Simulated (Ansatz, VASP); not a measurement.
# CeO2 in two plane-wave programs

One calculation is typed for both programs; each brings its own data sets and cutoff. How far apart do they land?

Program: Ansatz 0.2.0. Level of theory: plane waves, with VASP 6.6.1 beside it; single point at PBEsol. Results are calculated unless marked as measured.

In doubt: the elements are of a kind flagged for part-filled d or f shells, though by formal charges that shell is empty here, so the flag may not apply; the elements are of a kind flagged for part-filled d or f shells, though by formal charges that shell is empty here, so the flag may not apply.

## Step 1: Set-up

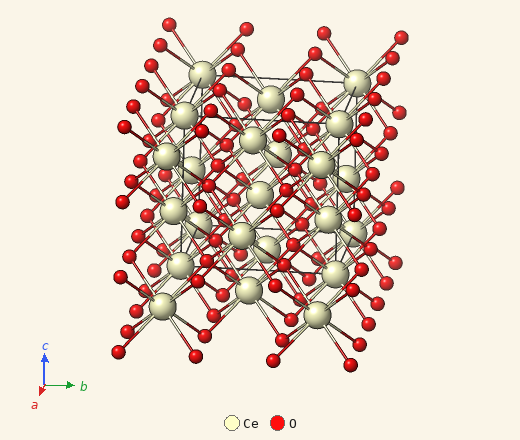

Start, viewed slightly off an axis; cerium light yellow, oxygen red. 2×1×1 cells are drawn. This picture shows the conventional cell, with its axes. Some periodic images of atoms are drawn too.

## Step 2: Ansatz: single point, PBEsol

Ansatz runs on its default PAW (the set named soft_2) files.

With cell and atoms fixed, the geometry can't cause a difference; cores, projectors, grids and the points listed under the comparison can.

input.yaml reads:

```yaml
crystal:
  lattice:
    - [0.0, 2.70365, 2.70365]
    - [2.70365, 0.0, 2.70365]
    - [2.70365, 2.70365, 0.0]
  atoms:
    - { symbol: Ce, position: [0.0, 0.0, 0.0] }
    - { symbol: O, position: [0.75, 0.75, 0.75] }
    - { symbol: O, position: [0.25, 0.25, 0.25] }
hamiltonian:
  xc: pbesol
  pseudopotentials: { kind: paw }
magnetization:
  spin_polarized: true
kpoints:
  mp_grid: { grid: [8, 8, 8] }
scf:
  occupations: { method: gaussian, width: 0.05 }
  n_extra_bands: 6
output:
  forces: true
  stress: true
  eigenvalues: true
```

Command:

```sh
$ ansatz run input.yaml --threads 2 --pin off --max-ram 4608MiB --backend cpu --events-out ev --progress --plain --runs-dir out
```

Numbers of over 12 decimals in the logs are rounded to 6 here.

Output:

```text
scf.n_extra_bands = 6 over 12 filled bands (N_el = 24.0): the run solves 18 bands
Engine: ansatz 0.2.0, aarch64-unknown-linux-gnu
Pseudopotentials: kind: paw
Pseudopotential: Ce, paw, valence charge 12, recommended cutoff 420 eV (normal), Ce.paw.azcp
Pseudopotential: O, paw, valence charge 6, recommended cutoff 420 eV (normal), O.paw.azcp
Functional definition: PBEsol
  exchange = pbesol_x
  correlation = pbesol_c
Crystal: 3 atoms, lattice volume = 39.526 Å³
Basis set: ecut = 420 eV, 749 PW (Γ), exchange–correlation on 54×54×54 points (8 copies of the dense FFT grid, shifted against one another)
Bands: 18, of which v1, the nominal top of the filled ones, is band 12 counted from 1 (11 counted from 0)
Symmetry: 48 space group operations
Space group: Fm-3m (ITA 225), of the structure as read, at distance tolerance 3.4e-5 Å
k-points: 29 of 512
Non-local potential: Ce, projectors of the file, l = 0: 3, l = 1: 2, l = 2: 2, l = 3: 3
Non-local potential: O, projectors of the file, l = 0: 2, l = 1: 2, l = 2: 1
PAW form: soft (Blöchl's): semilocal exchange-correlation on the pseudo side does not see the compensation charge
PAW frozen core: Ce, regenerated for the run's functional, and the local potential with it (the file was generated under x = pbe(κ = 0.804, μ = 0.219515), c = pbe(β = 0.066725))
PAW frozen core: O, regenerated for the run's functional, and the local potential with it (the file was generated under x = pbe(κ = 0.804, μ = 0.219515), c = pbe(β = 0.066725))
PAW one-centre angular grid: Ce, 590 points (default); XC on 64 Gauss nodes
PAW one-centre angular grid: O, 110 points (default); XC on 64 Gauss nodes
Initial density: superposition of atomic densities (chi_scale 0.1, normalization cell, long waves kept (reshape's long-wave potential 0.00 eV rms))
Starting moments: Σ|m| = 2 μB in the open shells of 1 of 3 sites, parallel; the input types none
Initial wavefunctions: pseudopotential atomic-orbital guess
Functional: x = pbesol(κ = 0.804, μ = 0.123457), c = pbesol(β = 0.046)
SCF iter   1: F=—  HF=-7612.963352 eV  |F-HF|=—  |Δ(HF+E_count)|=         —  Δρ=1.04e-1 (↑1.04e-1 ↓9.38e-2)  dr2=5.33e0  dr2_m=7.64e-1  M=0.000 μB ∫|m|=0.194 μB  β_m=0.30  ethr=3.10e-3  ⟨swp⟩=5.1  Hψ=4446  notcnv=0
preconditioner: auto → none  [insulator: Δε(μ)=2.247 eV  Ē_g=10.928 eV  σ=0.050 eV  W_gap=1.00  n_scr=14 (ndim 8)  ℏωp=27.7 eV  f_vac=0.002  D(μ)=0.00/eV (n_scr^D=0)  ε∞_Penn≈7.4]
SCF iter   2: F=—  HF=-7612.297219 eV  |F-HF|=—  |Δ(HF+E_count)|=   6.66e-1  Δρ=6.48e-2 (↑6.02e-2 ↓6.48e-2)  dr2=1.25e0  dr2_m=3.65e-1  M=0.000 μB ∫|m|=0.185 μB  β_m=0.42  ethr=3.10e-3  ⟨swp⟩=4.2  Hψ=2907  notcnv=0  defer=101
SCF iter   3: F=—  HF=-7611.962139 eV  |F-HF|=—  |Δ(HF+E_count)|=   3.35e-1  Δρ=2.79e-2 (↑2.60e-2 ↓2.79e-2)  dr2=3.90e-1  dr2_m=7.12e-2  M=0.000 μB ∫|m|=0.116 μB  β_m=0.43  ethr=3.10e-3  ⟨swp⟩=3.0  Hψ=2189  notcnv=0  defer=101
SCF iter   4: F=—  HF=-7611.883206 eV  |F-HF|=—  |Δ(HF+E_count)|=   7.89e-2  Δρ=1.02e-2 (↑4.81e-3 ↓1.02e-2)  dr2=4.39e-2  dr2_m=7.04e-3  M=0.000 μB ∫|m|=0.075 μB  β_m=0.59  ethr=1.63e-3  ⟨swp⟩=3.9  Hψ=2452  notcnv=0  defer=101
SCF iter   5: F=—  HF=-7611.924572 eV  |F-HF|=—  |Δ(HF+E_count)|=   4.14e-2  Δρ=3.03e-3 (↑3.03e-3 ↓1.76e-3)  dr2=6.00e-3  dr2_m=7.93e-4  M=0.000 μB ∫|m|=0.031 μB  β_m=0.65  ethr=1.83e-4  ⟨swp⟩=4.0  Hψ=2429  notcnv=0  defer=101
SCF iter   6: F=—  HF=-7611.922307 eV  |F-HF|=—  |Δ(HF+E_count)|=   2.26e-3  Δρ=1.33e-3 (↑7.02e-4 ↓1.33e-3)  dr2=5.28e-4  dr2_m=2.77e-4  M=0.000 μB ∫|m|=0.019 μB  β_m=0.76  ethr=2.50e-5  ⟨swp⟩=3.0  Hψ=2184  notcnv=0  defer=101
SCF iter   7: F=—  HF=-7611.923549 eV  |F-HF|=—  |Δ(HF+E_count)|=   1.24e-3  Δρ=6.04e-4 (↑2.57e-4 ↓6.04e-4)  dr2=8.27e-5  dr2_m=4.91e-5  M=0.000 μB ∫|m|=0.008 μB  β_m=0.88  ethr=2.20e-6  ⟨swp⟩=2.1  Hψ=1963  notcnv=0  defer=101
SCF iter   8: F=—  HF=-7611.924549 eV  |F-HF|=—  |Δ(HF+E_count)|=   9.99e-4  Δρ=1.15e-4 (↑3.89e-5 ↓1.15e-4)  dr2=5.70e-6  dr2_m=1.20e-6  M=0.000 μB ∫|m|=0.001 μB  β_m=0.94  ethr=3.44e-7  ⟨swp⟩=2.3  Hψ=1936  notcnv=0  defer=101
SCF iter   9: F=—  HF=-7611.924559 eV  |F-HF|=—  |Δ(HF+E_count)|=   1.07e-5  Δρ=1.85e-5 (↑1.16e-5 ↓1.85e-5)  dr2=3.46e-7  dr2_m=7.11e-9  M=0.000 μB ∫|m|=0.000 μB  β_m=0.97  ethr=2.38e-8  ⟨swp⟩=2.3  Hψ=1721  notcnv=0  defer=101
SCF iter  10: F=—  HF=-7611.924560 eV  |F-HF|=—  |Δ(HF+E_count)|=   4.07e-7  Δρ=2.41e-6 (↑2.41e-6 ↓2.33e-6)  dr2=1.06e-8  dr2_m=7.40e-12  M=0.000 μB ∫|m|=0.000 μB  β_m=0.98  ethr=1.44e-9  ⟨swp⟩=2.1  Hψ=1738  notcnv=0  defer=101
SCF iter  11: F=-7611.924560 eV  HF=-7611.924560 eV  |F-HF|=1.45e-8  |Δ(HF+E_count)|=   1.99e-8  Δρ=3.09e-6 (↑3.09e-6 ↓2.76e-6)  dr2=1.51e-8  dr2_m=1.32e-11  M=0.000 μB ∫|m|=0.000 μB  ethr=4.43e-11  ⟨swp⟩=9.7  Hψ=5568  notcnv=0
SCF 1 converged in 11 iterations: F = -7611.924560 eV  dr2 = 1.51e-8
  greatest PAW one-centre occupation: 0.988 electrons in one spin orbital (limit 2), on the Ce atom at site 0 (counted from 0), in its partial waves of l = 0
WARN: the starting moments were not kept: the SCF closed with an absolute magnetisation of 4.1e-6 μB, where they sum to 2 μB in size (1 site). That is at most 0.1 of that sum. Measured as dr2_m measures the in/out step, that magnetisation stands 5.9e-12 eV from none, at or under the dr2_threshold of 1.0e-7 eV: it is no larger than a step whose dr2_m would equal this threshold. The system may hold no moment; this SCF  [...]
SCF converged after 11 iterations
Magnetization: 0.0000 μB (12.0000 up, 12.0000 down)
Absolute magnetization: 0.0000 μB (∫|ρ↑−ρ↓|, with the PAW one-centre terms)
Spin contamination: 0.0000 ħ² per cell (⟨S²⟩ above its minimum at these occupations)
Per-site moments (μB) at R_I (Å): [(-1.1761518895200928e-6, 0.965840), (1.0060625158247925e-6, 0.965840), (1.0060625159110486e-6, 0.965840)]
Free energy (F): -7611.924560 eV
Harris-Foulkes:  -7611.924560 eV  (|F-HF|=1.45e-8)
Internal energy: -7611.924560 eV  (E = F + TS)
E sigma→0 (E₀):  -7611.924560 eV
Fermi energy:    12.086349 eV
--- Per-component energies (eV) ---
  E_band       = 28.709746
  E_kinetic    = 738.143657
  E_local      = -916.853783  (includes V_loc(G=0)·N_el)
  E_nonlocal   = 34.160274
  E_hartree    = 324.366881
  E_xc         = -376.108914
  E_vxc        = -445.163766  (∫ρ·V_xc dr)
  E_paw        = -5685.318543  (= ΣΔE_a)
  E_vpaw       = -30.315556  (= ΣTr[D̂ρ^β])
  E_aug_tail   = 0.004841  (compensation charges beyond the density's cutoff)
  E_ewald      = -1730.615845
  E_core_change = 0.296871  (= ΣΔE_core)
  E_smearing   = -0.000000  (= −TS)
  E_closure    = 0.000000  (closes the sum)
  Σ components = -7611.924560   (vs F -7611.924560, Δ=0.00e0)
--- Forces (eV/Å), atoms counted from 1 ---
  atom   1  Ce    -0.00000000    -0.00000000     0.00000000
  atom   2  O     -0.00000000     0.00000000     0.00000000
  atom   3  O     -0.00000000    -0.00000000    -0.00000000
  max |Σ_I F_I| component: 2.31e-17 eV/Å
--- Stress (GPa, compression-positive) ---
       -0.980656       0.000000       0.000000
        0.000000      -0.980656       0.000000
       -0.000000       0.000000      -0.980656
  P = ⅓ Tr σ = -0.9807 GPa (-9.807 kbar)
--- Band table (eV; the first three rows and the last of 58) ---
  k-point 0 ↑: bands = [... 8 lower, 7.1451, 10.4627, 10.4627, 10.4627, 13.4035, 13.4035, 13.4035, 13.6780, ... 2 higher]
  k-point 1 ↑: bands = [... 8 lower, 7.5478, 10.3158, 10.4032, 10.4032, 13.3875, 13.3875, 13.4049, 13.6972, ... 2 higher]
  k-point 2 ↑: bands = [... 8 lower, 8.4948, 10.0583, 10.2949, 10.2949, 13.3368, 13.3368, 13.4084, 13.5956, ... 2 higher]
  k-point 28 ↓: bands = [... 8 lower, 10.0123, 10.0123, 10.3456, 10.3988, 13.1499, 13.2764, 13.2764, 13.5198, ... 2 higher]
```

Wall time 4.8 s (2 threads of Arm Neoverse V2, shared host); peak memory 0.38 GiB; 8.5 s of CPU time.

In the SCF lines HF is the Harris–Foulkes energy and dr2 the Hartree energy of the density residual, in eV; the loop may stop once dr2 is under the threshold and the program's other checks hold. Hψ counts applications of the Hamiltonian.

The run ends at a pressure of -0.98 GPa.

## Step 3: VASP: single point, PBEsol

The same cell, functional, mesh and smearing now go to VASP, with its own data sets and cutoff.

Lines of VASP's logs that name or quote its potential files are left out, and so is its time.

INCAR reads:

```
SYSTEM = CeO2
PREC = Accurate
ENCUT = 520
EDIFF = 1E-05
NELM = 150
ISMEAR = 0
SIGMA = 0.05
LREAL = .FALSE.
ALGO = Normal
GGA = PS
NBANDS = 19
ISPIN = 2
MAGMOM = 0 0 0
LASPH = .TRUE.
LMAXMIX = 6
AMIX = 0.2
BMIX = 1E-04
AMIX_MAG = 0.8
BMIX_MAG = 1E-04
LORBIT = 11
LWAVE = .FALSE.
LCHARG = .FALSE.
KPAR = 4
```

POSCAR reads:

```
CeO2
1.0
    0.0000000000      2.7036500000      2.7036500000
    2.7036500000      0.0000000000      2.7036500000
    2.7036500000      2.7036500000      0.0000000000
Ce O
1 2
Direct
    0.0000000000      0.0000000000      0.0000000000
    0.7500000000      0.7500000000      0.7500000000
    0.2500000000      0.2500000000      0.2500000000
```

KPOINTS reads:

```
Automatic mesh
0
Gamma
8 8 8
0 0 0
```

PAW data sets: Ce and O (PBE family, release 64).

Command:

```sh
$ mpirun -np 4 vasp_std
```

Output:

```text
[banner, memory and clock lines left out]
running    4 mpi-ranks, on    1 nodes
 distrk:  each k-point on    1 cores,    4 groups
 distr:  one band on    1 cores,    1 groups

 POSCAR found type information on POSCAR CeO
 POSCAR found :  2 types and       3 ions
|                                                                             |
|               ----> ADVICE to this user running VASP <----                  |
|                                                                             |
|     You enforced a specific xc type in the INCAR file but a different       |
|     [... a line on the potential file left out ...]
|     I HOPE YOU KNOW WHAT YOU ARE DOING!                                     |
|                                                                             |

 LDA part: xc-table for (Slater+PW92), standard interpolation
 POSCAR, INCAR and KPOINTS ok, starting setup
 FFT: planning ... GRIDC
 FFT: planning ... GRID_SOFT
 FFT: planning ... GRID
 WAVECAR not read
 entering main loop
       N       E                     dE             d eps       ncg     rms          rms(c)
DAV:   1     0.226936891142E+03    0.22694E+03   -0.11398E+04  2260   0.167E+03
DAV:   2     0.899117876922E+01   -0.21795E+03   -0.18807E+03  2730   0.288E+02
DAV:   3    -0.313306664230E+02   -0.40322E+02   -0.37531E+02  2710   0.143E+02
DAV:   4    -0.325909756176E+02   -0.12603E+01   -0.12589E+01  3034   0.259E+01
DAV:   5    -0.326684137199E+02   -0.77438E-01   -0.77421E-01  3608   0.515E+00    0.320E+01
DAV:   6    -0.276813103166E+02    0.49871E+01   -0.12708E+01  3057   0.281E+01    0.207E+01
DAV:   7    -0.277305235071E+02   -0.49213E-01   -0.25316E+00  3386   0.152E+01    0.110E+01
DAV:   8    -0.285808465042E+02   -0.85032E+00   -0.61413E+00  3016   0.384E+01    0.183E+01
DAV:   9    -0.281663722431E+02    0.41447E+00   -0.52238E-01  3052   0.633E+00    0.660E+00
DAV:  10    -0.275434128445E+02    0.62296E+00   -0.15813E+00  3012   0.133E+01    0.114E+00
DAV:  11    -0.275480172358E+02   -0.46044E-02   -0.10105E-01  3092   0.219E+00    0.119E+00
DAV:  12    -0.275474697779E+02    0.54746E-03   -0.35246E-02  3082   0.258E+00    0.663E-01
DAV:  13    -0.275468499494E+02    0.61983E-03   -0.21913E-02  2652   0.231E+00    0.102E+00
DAV:  14    -0.275457755636E+02    0.10744E-02   -0.26355E-03  3468   0.412E-01    0.654E-01
DAV:  15    -0.275443945666E+02    0.13810E-02   -0.16467E-03  2268   0.612E-01    0.130E-01
DAV:  16    -0.275444282976E+02   -0.33731E-04   -0.19473E-04  3598   0.696E-02    0.140E-01
DAV:  17    -0.275442917651E+02    0.13653E-03   -0.10205E-04  2788   0.147E-01    0.662E-02
DAV:  18    -0.275442484650E+02    0.43300E-04   -0.66264E-05  2540   0.115E-01    0.233E-02
DAV:  19    -0.275442468448E+02    0.16202E-05   -0.25028E-05  2104   0.691E-02
   1 F= -.27544247E+02 E0= -.27544247E+02  d E =-.125682E-10  mag=     0.0000
```

OUTCAR, selected parts (step 3):

```text
ion  position               nearest neighbor table
   1  0.000  0.000  0.000-   2 2.34   2 2.34   2 2.34   2 2.34   3 2.34   3 2.34   3 2.34   3 2.34

  LATTYP: Found a face centered cubic cell.
 ALAT       =     5.4073000000

 Subroutine GETGRP returns: Found 48 space group operations
 (whereof 48 operations were pure point group operations)

The static configuration has the point symmetry O_h .

 Found     29 irreducible k-points:

   k-points           NKPTS =     29   k-points in BZ     NKDIM =     29   number of bands    NBANDS=     19

   dimension x,y,z NGX =    28 NGY =   28 NGZ =   28
   dimension x,y,z NGXF=    56 NGYF=   56 NGZF=   56

   ENCUT  =  520.0 eV  38.22 Ry    6.18 a.u.   7.11  7.11  7.11*2*pi/ulx,y,z

   NELECT =      24.0000    total number of electrons

 k-points in reciprocal lattice and weights: Automatic mesh
   0.00000000  0.00000000  0.00000000       0.002
   0.12500000  0.00000000  0.00000000       0.016
   0.25000000  0.00000000  0.00000000       0.016
   0.37500000  0.00000000  0.00000000       0.016
   0.50000000  0.00000000  0.00000000       0.008
   0.12500000  0.12500000  0.00000000       0.012
   0.25000000  0.12500000  0.00000000       0.047
   0.37500000  0.12500000  0.00000000       0.047
   0.50000000  0.12500000  0.00000000       0.047
[...]
-0.37500000  0.50000000  0.12500000       0.023
  -0.25000000  0.50000000  0.25000000       0.012

 average (electrostatic) potential at core
       1 -77.0020       2 -67.9934       3 -67.9934

 E-fermi :   5.4437

 spin component 1
 k-point     1 :       0.0000    0.0000    0.0000
  band No.  band energies     occupation
    ...
      8       1.2842      1.00000
      9       1.2842      1.00000
     10       4.5963      1.00000
     11       4.5963      1.00000
     12       4.5963      1.00000
     13       7.5155      0.00000
     14       7.5155      0.00000
     15       7.5155      0.00000
     16       7.7903      0.00000
     17       8.1980      0.00000
    ...

 k-point     2 :       0.1250    0.0000    0.0000
  band No.  band energies     occupation
    ...
      8       1.4311      1.00000
      9       1.6881      1.00000
     10       4.4506      1.00000
     11       4.5375      1.00000
     12       4.5375      1.00000
     13       7.4996      0.00000
     14       7.4996      0.00000
     15       7.5169      0.00000
     16       7.8098      0.00000
     17       8.0578      0.00000
    ...

 k-point     3 :       0.2500    0.0000    0.0000
  band No.  band energies     occupation
    ...
      8       1.7709      1.00000
      9       2.6344      1.00000
     10       4.1948      1.00000
     11       4.4304      1.00000
     12       4.4304      1.00000
     13       7.4489      0.00000
     14       7.4489      0.00000
     15       7.5204      0.00000
     16       7.7095      0.00000
     17       7.9152      0.00000
    ...

 k-point     4 :       0.3750    0.0000    0.0000
  band No.  band energies     occupation
    ...
      8       2.0692      1.00000
      9       3.5217      1.00000
     10       4.0740      1.00000
     11       4.3986      1.00000
     12       4.3986      1.00000
     13       7.3572      0.00000
     14       7.3965      0.00000
     15       7.3965      0.00000
     16       7.5238      0.00000
     17       8.0083      0.00000
    ...

 k-point     5 :       0.5000    0.0000    0.0000
  band No.  band energies     occupation
    ...
      8       2.1728      1.00000
      9       3.9349      1.00000
     10       3.9876      1.00000
     11       4.4169      1.00000
     12       4.4169      1.00000
     13       7.1878      0.00000
     14       7.3784      0.00000
     15       7.3784      0.00000
     16       7.5253      0.00000
     17       8.0392      0.00000
    ...

 k-point     6 :       0.1250    0.1250    0.0000
  band No.  band energies     occupation
    ...
      8       1.5440      1.00000
      9       1.7203      1.00000
     10       3.9888      1.00000
     11       4.7200      1.00000
     12       4.7200      1.00000
     13       7.4609      0.00000
     14       7.5257      0.00000
     15       7.5257      0.00000
     16       7.8193      0.00000
     17       7.9427      0.00000
    ...

  Total       -0.2080981     -0.2080981     -0.2080981      0.0000000      0.0000000      0.0000000
  in kB       -8.4352376     -8.4352376     -8.4352376      0.0000000      0.0000000      0.0000000
  external PRESSURE =      -8.4352376 kB  Pullay stress =       0.0000000 kB

  energy-cutoff  :      520.00
  volume of cell :       39.53
      direct lattice vectors                 reciprocal lattice vectors
     0.000000000  2.703650000  2.703650000    -0.184935180  0.184935180  0.184935180
     2.703650000  0.000000000  2.703650000     0.184935180 -0.184935180  0.184935180
     2.703650000  2.703650000  0.000000000     0.184935180  0.184935180 -0.184935180

 POSITION                                       TOTAL-FORCE (eV/Angst)
 -----------------------------------------------------------------------------------
      0.00000      0.00000      0.00000        -0.000000     -0.000000     -0.000000
      4.05548      4.05548      4.05548         0.000000      0.000000      0.000000
      1.35183      1.35183      1.35183        -0.000000     -0.000000     -0.000000
 -----------------------------------------------------------------------------------
    total drift:                                0.000000      0.000000      0.000000

  FREE ENERGIE OF THE ION-ELECTRON SYSTEM (eV)
  ---------------------------------------------------
  free  energy   TOTEN  =       -27.5442468448 eV

  energy  without entropy=      -27.5442468448  energy(sigma->0) =      -27.54424684

 total charge
# of ion       s       p       d       f       tot
--------------------------------------------------
    1        2.013   5.792   0.911   0.962   9.679
    2        1.572   3.423   0.000   0.000   4.995
    3        1.572   3.423   0.000   0.000   4.995
--------------------------------------------------
tot          5.158  12.638   0.911   0.962  19.669

 magnetization (x)
# of ion       s       p       d       f       tot
--------------------------------------------------
    1       -0.000  -0.000   0.000   0.000   0.000
    2       -0.000  -0.000   0.000   0.000  -0.000
    3       -0.000  -0.000   0.000   0.000  -0.000
--------------------------------------------------
tot         -0.000  -0.000   0.000   0.000  -0.000

[... 5 further parts left out ...]
```

The run ends at a pressure of -0.84 GPa.

## Step 4: Comparison

Known differences besides the PAW data sets themselves: the cutoff is 420 eV in Ansatz and 520 eV in VASP; Ansatz makes its cores anew for this functional, VASP keeps those of its PBE data sets. Total energies have different zeros and are not compared.

Both answers:

```
              quantity  Ansatz   VASP  difference
        pressure (GPa)   -0.98  -0.84       -0.14
gap on the k mesh (eV)   1.980  1.955      +0.025
```

Ansatz's pressure holds a Pulay correction of 0.64 GPa; VASP's holds none.

## Step 5: Summary of results

```json
{"difference in gap on the k mesh (single point, PBEsol)": "0.025 eV"}
```

In words: The difference in gap on the k mesh is 0.025 eV (single point, PBEsol), within the 0.08 eV picked in this series as the mark of a large difference. Differences of this kind measure data sets and numerical settings, not the functional's error against experiment.

[Lines on the potential files, build, host, timing and source positions are cut from VASP's logs without a mark.]

[Logs are printed without paths, hosts, clocks, repeated set-up lines and the standing remarks that a program may print on its own settings, such as how far it seeks lower states.]

[Hosts, paths, dates, database ids (printed as entryN), source tags and the programs' standing remarks are cut or masked in the printed files.]
